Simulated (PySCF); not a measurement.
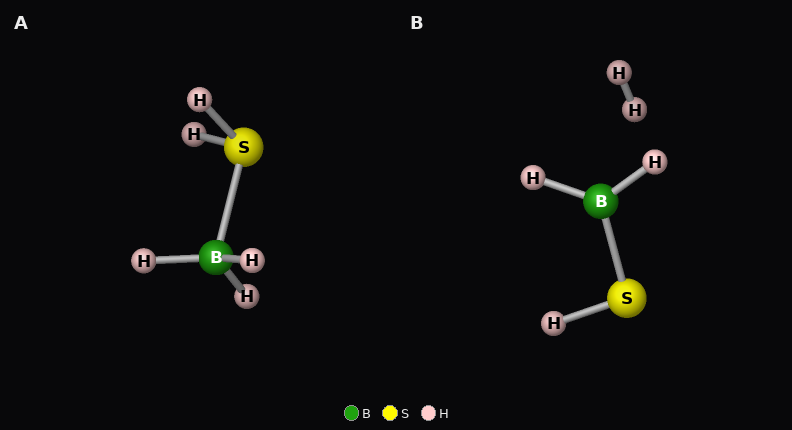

2 stationary structures of one formula. Geometries: PBE0-D4/def2-TZVP. Electronic energies: CCSD(T)/CBS (MP2 limit from def2-TZVPP and def2-QZVPP plus CCSD(T) − MP2) (PySCF 2.14.0), without zero-point energy. No frequency run is at hand to confirm each as a minimum. Each is one conformer, not always the lowest.

Rank them by energy, lowest first.

B is lowest (C1); A lies 6.2 kcal/mol above it (Cs).
